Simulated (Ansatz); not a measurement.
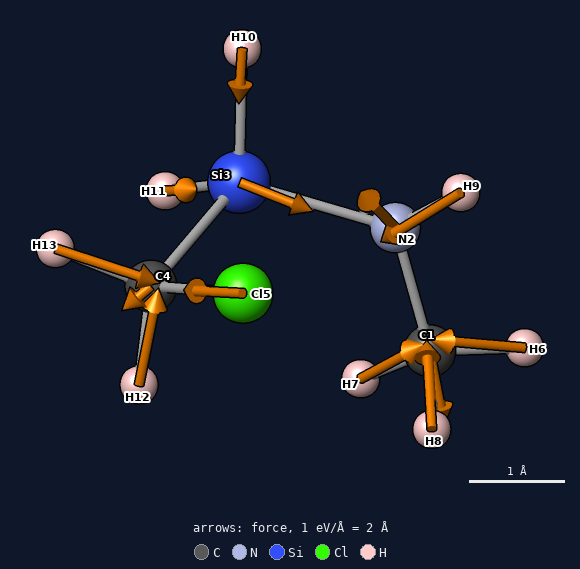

Starting geometry of C$_{2}$H$_{8}$ClNSi with the computed forces as orange arrows. A ball-and-stick model, seen from a free direction.

The start comes from PBE-D4/def2-SVP.

Computed with Ansatz 0.2.0, RKS PBE0-D4/def2-TZVP. Set-up: force threshold 0.005 eV/Å; at most 150 steps.

> Is this structure relaxed? If not, where do the atoms go?

It isn't relaxed: the largest force vector, on H9, is 0.65 eV/Å. The final displacements have little in common with the starting forces (cosine between the two patterns 0.30). After 9 geometry steps the energy has fallen by 1.48 kcal/mol. The largest force component goes from 0.48 to 0.0034 eV/Å. The atom that moves furthest after the best rigid fit is Cl5 (0.14 Å). Largest moves by element: Cl 0.14 Å, H 0.09 Å, N 0.06 Å, Si 0.05 Å, C 0.03 Å. Some distances before and after: N2–Si3 1.738 → 1.708 Å, C4–Cl5 1.813 → 1.789 Å, Si3–C4 1.912 → 1.890 Å, C1–H8 1.117 → 1.098 Å. The run took 42 s on 4 threads of Arm Neoverse V1 (shared host).
